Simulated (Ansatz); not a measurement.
Be16C: several calculations on one system

Part 1: Relaxation

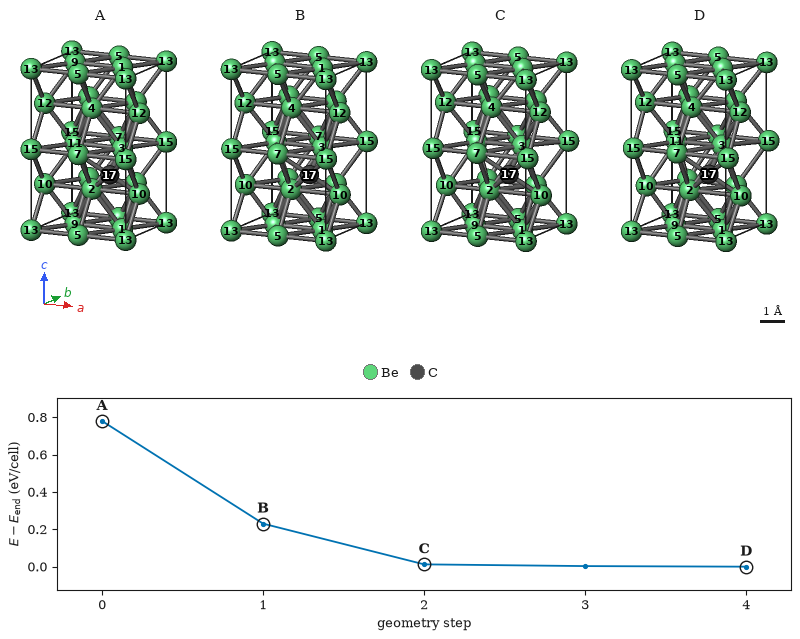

Frames of a relaxation of a defect cell of composition Be₁₆C, marked on the history of the run. A ball-and-stick model of the cell of the calculation, seen slightly off an axis.

It is an interstitial C in hcp Be. The run prepares an end point of a later path (interstitial hop) calculation, from a guessed geometry.

Level of theory: DFT PBEsol, scalar-relativistic, plane waves, PAW in Ansatz 0.2.0.

The input:
```yaml
crystal:
  lattice:
    - [-2.29, -3.966396, 0.0]
    - [3.435, -1.983198, 0.0]
    - [0.0, 0.0, 7.17686]
  atoms:
    - { symbol: Be, position: [0.75, 0.5, 0.0] }
    - { symbol: Be, position: [0.5, 0.3333333, 0.25] }
    - { symbol: Be, position: [0.75, 0.5, 0.5] }
    - { symbol: Be, position: [0.5, 0.3333333, 0.75] }
    - { symbol: Be, position: [0.5, 0.0, 0.0] }
    - { symbol: Be, position: [0.25, 0.8333333, 0.25] }
    - { symbol: Be, position: [0.5, 0.0, 0.5] }
    - { symbol: Be, position: [0.25, 0.8333333, 0.75] }
    - { symbol: Be, position: [0.25, 0.5, 0.0] }
    - { symbol: Be, position: [0.0, 0.3333333, 0.25] }
    - { symbol: Be, position: [0.25, 0.5, 0.5] }
    - { symbol: Be, position: [0.0, 0.3333333, 0.75] }
    - { symbol: Be, position: [0.0, 0.0, 0.0] }
    - { symbol: Be, position: [0.75, 0.8333333, 0.25] }
    - { symbol: Be, position: [0.0, 0.0, 0.5] }
    - { symbol: Be, position: [0.75, 0.8333333, 0.75] }
    - { symbol: C, position: [0.7582127, 0.1693367, 0.3718437] }
basis:
  ecutwfc: 420.0
kpoints:
  mp_grid: { grid: [5, 6, 4] }
hamiltonian:
  xc: pbesol
scf:
  occupations: { method: gaussian, width: 0.15 }
  lower_state_search: "off"
relax:
  f_tol: 0.03
  max_steps: 60
  adjacent_minimum: "off"
```

Command:
```bash
ansatz run input.yaml --threads 2 --pin off --max-ram 5120MiB --backend cpu --events-out ev --progress --plain --runs-dir out
```

What happens along the run?

Answer. Be3 moves most: 0.14 Å along [0 −1 3]. Largest moves by element: Be 0.14 Å, C 0.04 Å. The cell stays as it was. Near-neighbour distances that change, for instance: Be3–Be14 2.229 → 2.471 Å, Be2–Be3 2.229 → 2.438 Å, Be14–Be15 2.229 → 2.434 Å, Be2–Be10 2.290 → 2.477 Å. Bond angles that change, for instance: Be10–C17–Be14 93.3° → 86.6°, Be7–C17–Be14 87.0° → 93.2°, Be2–C17–Be3 87.9° → 93.7°. After 4 geometry steps the energy has fallen by 0.780 eV per cell of the calculation. The largest force component goes from 2.3 to 0.024 eV/Å. From step 0 to 1: Be atoms move most (0.09 Å), energy −0.549 eV per cell of the calculation. From step 1 to 2: Be atoms move most (0.07 Å), energy −0.218 eV per cell of the calculation. From step 2 to 4: Be10 moves most (0.02 Å), energy −12.4 meV per cell of the calculation.

| step | E − E(0), meV/atom | largest force component, eV/Å |
| --- | --- | --- |
| 0 | 0.00 | 2.3175 |
| 1 | -32.32 | 1.2653 |
| 2 | -45.14 | 0.1739 |
| 3 | -45.69 | 0.0811 |
| 4 | -45.87 | 0.0243 |

Limits of the set-up: the periodic images lie only 4.0 Å apart, so the values are limited by the cell's size.

Part 2: Relaxation

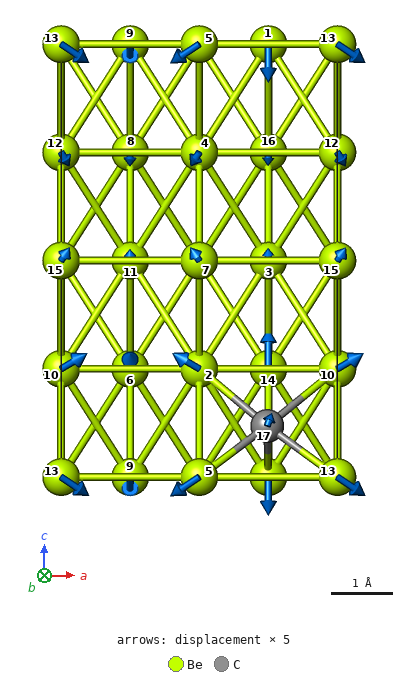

A relaxation of a defect cell of composition Be16C. The starting structure is drawn; blue arrows show the displacements, magnified 5 times.

Style: ball-and-stick. Shown: the cell of the calculation, along the b axis.

It is an interstitial C in hcp Be. The run prepares an end point of a later path (interstitial hop) calculation, from a guessed geometry.

These are results of DFT PBEsol, scalar-relativistic, plane waves, PAW (Ansatz 0.2.0), not measurements.

Input file:
```yaml
crystal:
  lattice:
    - [-2.29, -3.966396, 0.0]
    - [3.435, -1.983198, 0.0]
    - [0.0, 0.0, 7.17686]
  atoms:
    - { symbol: Be, position: [0.75000007, 0.50000004, 0.0] }
    - { symbol: Be, position: [0.50000004, 0.33333336, 0.25] }
    - { symbol: Be, position: [0.75000007, 0.50000004, 0.5] }
    - { symbol: Be, position: [0.50000004, 0.33333336, 0.75] }
    - { symbol: Be, position: [0.50000003, 2.0e-08, 0.0] }
    - { symbol: Be, position: [0.25000004, 0.83333336, 0.25] }
    - { symbol: Be, position: [0.50000003, 2.0e-08, 0.5] }
    - { symbol: Be, position: [0.25000004, 0.83333336, 0.75] }
    - { symbol: Be, position: [0.25000003, 0.50000002, 0.0] }
    - { symbol: Be, position: [1.0e-08, 0.33333334, 0.25] }
    - { symbol: Be, position: [0.25000003, 0.50000002, 0.5] }
    - { symbol: Be, position: [1.0e-08, 0.33333334, 0.75] }
    - { symbol: Be, position: [0.0, 0.0, 0.0] }
    - { symbol: Be, position: [0.75000008, 0.83333338, 0.25] }
    - { symbol: Be, position: [0.0, 0.0, 0.5] }
    - { symbol: Be, position: [0.75000008, 0.83333338, 0.75] }
    - { symbol: C, position: [0.74602095, 0.16153633, 0.1179842] }
basis:
  ecutwfc: 420.0
kpoints:
  mp_grid: { grid: [5, 6, 4] }
hamiltonian:
  xc: pbesol
scf:
  occupations: { method: gaussian, width: 0.15 }
  lower_state_search: "off"
relax:
  f_tol: 0.03
  max_steps: 60
  adjacent_minimum: "off"
```

Launched with:
```bash
ansatz run input.yaml --threads 2 --pin off --max-ram 5120MiB --backend cpu --events-out ev --progress --plain --runs-dir out
```

Question: Atoms of which element are displaced furthest, and by how much?

Answer: Beryllium: up to 0.14 Å, against 0.05 Å for carbon.

Question: What happened in the run?

Answer: The atom that moves furthest is Be14 (0.14 Å along [0 1 3]). By element the largest moves are Be 0.14 Å, C 0.05 Å. The cell stays as it was. Near-neighbour distances that change, for instance: Be1–Be14 2.229 → 2.471 Å, Be5–Be14 2.229 → 2.445 Å, Be13–Be14 2.229 → 2.443 Å, Be1–Be10 2.229 → 2.426 Å. Bond angles that change, for instance: Be1–C17–Be5 93.8° → 86.6°, Be1–C17–Be13 92.8° → 86.5°, Be1–C17–Be10 87.1° → 93.0°. The energy falls by 0.801 eV per cell of the calculation in 4 geometry steps. The largest force component goes from 2.4 to 0.03 eV/Å. Cost: 29 s on 2 threads of AMD EPYC 9R14 (Zen 4) (shared host), peak memory 0.55 GiB.

Limits of the set-up: the periodic images lie only 4.0 Å apart, so the values are limited by the cell's size.

Part 3: Path

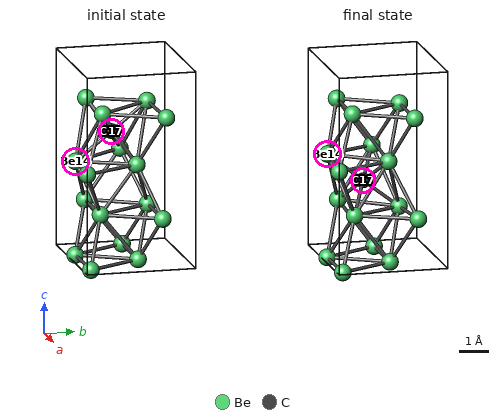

The two relaxed end points of a path for Be with an interstitial C (17 atoms in the cell). The picture is a ball-and-stick view of the simulation cell (origin moved), seen slightly off an axis. The atoms that move most are ringed. Bonds to atoms that aren't drawn are left out.

Computed with DFT PBEsol, scalar-relativistic, plane waves, PAW (Ansatz 0.2.0).

Input
```yaml
crystal:
  lattice:
    - [-2.29, -3.966396, 0.0]
    - [3.435, -1.983198, 0.0]
    - [0.0, 0.0, 7.17686]
  atoms:
    - { symbol: Be, position: [0.75045394, 0.49938798, -0.00623696] }
    - { symbol: Be, position: [0.48029136, 0.32329529, 0.24175352] }
    - { symbol: Be, position: [0.75005736, 0.49468933, 0.51878756] }
    - { symbol: Be, position: [0.49394829, 0.33882217, 0.75630978] }
    - { symbol: Be, position: [0.4940453, -0.00551724, -0.00647811] }
    - { symbol: Be, position: [0.25037404, 0.8028282, 0.24207438] }
    - { symbol: Be, position: [0.48094384, 0.01042235, 0.50752781] }
    - { symbol: Be, position: [0.25049091, 0.83607622, 0.75575787] }
    - { symbol: Be, position: [0.25051117, 0.49741458, -0.00634602] }
    - { symbol: Be, position: [0.02121769, 0.3240023, 0.24136949] }
    - { symbol: Be, position: [0.25035597, 0.53073754, 0.50721971] }
    - { symbol: Be, position: [0.00672685, 0.33903292, 0.75632098] }
    - { symbol: Be, position: [0.00663423, -0.00572953, -0.00648536] }
    - { symbol: Be, position: [0.75005696, 0.83874056, 0.2317248] }
    - { symbol: Be, position: [0.02047868, 0.00980169, 0.50788595] }
    - { symbol: Be, position: [0.75045132, 0.83416697, 0.75607891] }
    - { symbol: C, position: [0.75117481, 0.16783176, 0.37457941] }
basis:
  ecutwfc: 420.0
kpoints:
  mp_grid: { grid: [5, 6, 4] }
hamiltonian:
  xc: pbesol
scf:
  occupations: { method: gaussian, width: 0.15 }
  lower_state_search: "off"
neb:
  images: 7
  f_tol: 0.05
  initial_path: idpp
  max_iterations: 41
  final_atoms:
    - { symbol: Be, position: [0.74997866, 0.49473912, -0.01802828] }
    - { symbol: Be, position: [0.48022261, 0.32306646, 0.25737871] }
    - { symbol: Be, position: [0.74978162, 0.49906658, 0.50594588] }
    - { symbol: Be, position: [0.49359058, 0.33904629, 0.7433676] }
    - { symbol: Be, position: [0.47873348, 0.00930937, -0.00891809] }
    - { symbol: Be, position: [0.24982748, 0.80246248, 0.25687214] }
    - { symbol: Be, position: [0.49340337, -0.00564541, 0.50620592] }
    - { symbol: Be, position: [0.24974701, 0.83583952, 0.74331088] }
    - { symbol: Be, position: [0.24981368, 0.53033967, -0.00834771] }
    - { symbol: Be, position: [0.01911058, 0.3227903, 0.25721339] }
    - { symbol: Be, position: [0.24976817, 0.49716512, 0.5054347] }
    - { symbol: Be, position: [0.00607823, 0.33894581, 0.74337154] }
    - { symbol: Be, position: [0.0205102, 0.00968637, -0.00872722] }
    - { symbol: Be, position: [0.7499708, 0.83868124, 0.26900426] }
    - { symbol: Be, position: [0.00626857, -0.00554681, 0.50619743] }
    - { symbol: Be, position: [0.74977779, 0.83386028, 0.74362046] }
    - { symbol: C, position: [0.74943874, 0.16439698, 0.12408259] }
  order_check: true
```

Launched with:
```bash
ansatz run input.yaml --threads 2 --pin off --max-ram 5120MiB --backend cpu --events-out ev --progress --plain --runs-dir out
```

### Predict the minimum-energy path and its barrier.

The two ends have the same energy, and the highest point, image 4, lies 1.63 eV above the start. The C atom travels furthest, 1.80 Å from end to end, along −c, on a straight line. At the highest image its nearest neighbour (Be) is 1.61 Å away, against 1.66 Å at the start, and the surrounding atoms stand up to 0.37 Å off the mean of their end positions. The band is converged.

Energies of the converged images:

| image | path (Å) | E (eV) |
| --- | --- | --- |
| 0 | 0.00 | 0.000 |
| 1 | 0.32 | 0.156 |
| 2 | 0.63 | 0.607 |
| 3 | 0.95 | 1.293 |
| 4 | 1.27 | 1.626 |
| 5 | 1.59 | 1.292 |
| 6 | 1.90 | 0.603 |
| 7 | 2.22 | 0.154 |
| 8 | 2.54 | 0.000 |

The geometry at the top of the path:

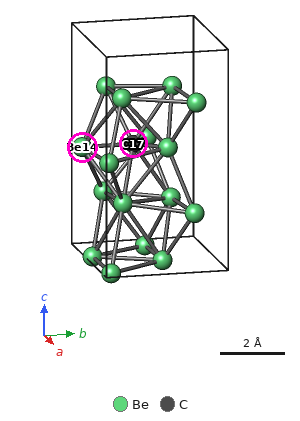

Limits of the set-up: the periodic images lie only 4.0 Å apart, so the values are limited by the cell's size.
